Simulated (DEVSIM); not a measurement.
Structure: Au/SiO2/p-Ge capacitor, at 300 K.

| layer (left to right) | material | thickness (nm) | Na (cm⁻³) |
|---|---|---|---|
| 1 | SiO2 | 1.00 | - |
| 2 | Ge | 6600 | 8.2e15 |

Metal gate on the left, work function 5.1 eV. Fixed charge at the semiconductor interface -6.8e10 cm⁻² (in units of +e); no interface traps.

The device is made up for the run: typed textbook-type constants, with dimensions and the other settings drawn at random. Values at 300 K.

```
parameter      SiO2       Ge
-------------  ----  -------
gap (eV)          9    0.664
affinity (eV)   0.9        4
permittivity    3.9       16
Nc (cm⁻³)         -  1.04e19
Nv (cm⁻³)         -     6e18
```

DEVSIM, 1D Poisson equation in equilibrium, Boltzmann statistics, complete ionisation; no quantum confinement or tunnelling. Metal contacts follow the ideal Schottky-Mott rule: no Fermi-level pinning, no interface dipoles.

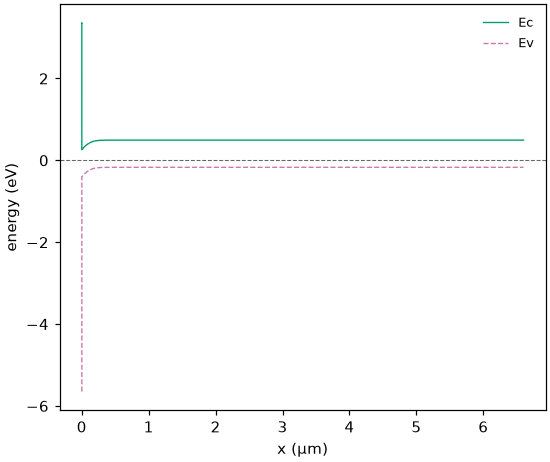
Band edges at 0.85 V on the gate

Energies count from the Fermi level of the right contact; mesh points crowd at the junctions.

```json
[
 {"x (μm)": "0.000", "Ec (eV)": "3.350", "Ev (eV)": "-5.650", "n (cm⁻³)": "< 1e2", "p (cm⁻³)": "< 1e2", "field (V/cm)": "110000"},
 {"x (μm)": "0.0005526", "Ec (eV)": "3.356", "Ev (eV)": "-5.644", "n (cm⁻³)": "< 1e2", "p (cm⁻³)": "< 1e2", "field (V/cm)": "110000"},
 {"x (μm)": "0.001262", "Ec (eV)": "0.262", "Ev (eV)": "-0.402", "n (cm⁻³)": "4.2e14", "p (cm⁻³)": "1.0e12", "field (V/cm)": "20000"},
 {"x (μm)": "0.002837", "Ec (eV)": "0.265", "Ev (eV)": "-0.399", "n (cm⁻³)": "3.7e14", "p (cm⁻³)": "1.2e12", "field (V/cm)": "19000"},
 {"x (μm)": "0.008124", "Ec (eV)": "0.275", "Ev (eV)": "-0.389", "n (cm⁻³)": "2.5e14", "p (cm⁻³)": "1.7e12", "field (V/cm)": "19000"},
 {"x (μm)": "0.01730", "Ec (eV)": "0.292", "Ev (eV)": "-0.372", "n (cm⁻³)": "1.3e14", "p (cm⁻³)": "3.4e12", "field (V/cm)": "18000"},
 {"x (μm)": "0.03664", "Ec (eV)": "0.325", "Ev (eV)": "-0.339", "n (cm⁻³)": "3.6e13", "p (cm⁻³)": "1.2e13", "field (V/cm)": "16000"},
 {"x (μm)": "0.09817", "Ec (eV)": "0.408", "Ev (eV)": "-0.256", "n (cm⁻³)": "1.5e12", "p (cm⁻³)": "3.0e14", "field (V/cm)": "11000"},
 {"x (μm)": "0.2071", "Ec (eV)": "0.477", "Ev (eV)": "-0.187", "n (cm⁻³)": "1.0e11", "p (cm⁻³)": "4.3e15", "field (V/cm)": "2900"},
 {"x (μm)": "0.4517", "Ec (eV)": "0.493", "Ev (eV)": "-0.171", "n (cm⁻³)": "5.4e10", "p (cm⁻³)": "8.1e15", "field (V/cm)": "35"},
 {"x (μm)": "0.9522", "Ec (eV)": "0.493", "Ev (eV)": "-0.171", "n (cm⁻³)": "5.3e10", "p (cm⁻³)": "8.2e15", "field (V/cm)": "≈ 0"},
 {"x (μm)": "2.544", "Ec (eV)": "0.493", "Ev (eV)": "-0.171", "n (cm⁻³)": "5.3e10", "p (cm⁻³)": "8.2e15", "field (V/cm)": "≈ 0"},
 {"x (μm)": "4.548", "Ec (eV)": "0.493", "Ev (eV)": "-0.171", "n (cm⁻³)": "5.3e10", "p (cm⁻³)": "8.2e15", "field (V/cm)": "≈ 0"},
 {"x (μm)": "5.628", "Ec (eV)": "0.493", "Ev (eV)": "-0.171", "n (cm⁻³)": "5.3e10", "p (cm⁻³)": "8.2e15", "field (V/cm)": "≈ 0"},
 {"x (μm)": "6.250", "Ec (eV)": "0.493", "Ev (eV)": "-0.171", "n (cm⁻³)": "5.3e10", "p (cm⁻³)": "8.2e15", "field (V/cm)": "≈ 0"},
 {"x (μm)": "6.435", "Ec (eV)": "0.493", "Ev (eV)": "-0.171", "n (cm⁻³)": "5.3e10", "p (cm⁻³)": "8.2e15", "field (V/cm)": "≈ 0"},
 {"x (μm)": "6.523", "Ec (eV)": "0.493", "Ev (eV)": "-0.171", "n (cm⁻³)": "5.3e10", "p (cm⁻³)": "8.2e15", "field (V/cm)": "≈ 0"},
 {"x (μm)": "6.564", "Ec (eV)": "0.493", "Ev (eV)": "-0.171", "n (cm⁻³)": "5.3e10", "p (cm⁻³)": "8.2e15", "field (V/cm)": "≈ 0"},
 {"x (μm)": "6.588", "Ec (eV)": "0.493", "Ev (eV)": "-0.171", "n (cm⁻³)": "5.3e10", "p (cm⁻³)": "8.2e15", "field (V/cm)": "≈ 0"},
 {"x (μm)": "6.596", "Ec (eV)": "0.493", "Ev (eV)": "-0.171", "n (cm⁻³)": "5.3e10", "p (cm⁻³)": "8.2e15", "field (V/cm)": "≈ 0"},
 {"x (μm)": "6.599", "Ec (eV)": "0.493", "Ev (eV)": "-0.171", "n (cm⁻³)": "5.3e10", "p (cm⁻³)": "8.2e15", "field (V/cm)": "≈ 0"},
 {"x (μm)": "6.601", "Ec (eV)": "0.493", "Ev (eV)": "-0.171", "n (cm⁻³)": "5.3e10", "p (cm⁻³)": "8.2e15", "field (V/cm)": "≈ 0"}
]
```
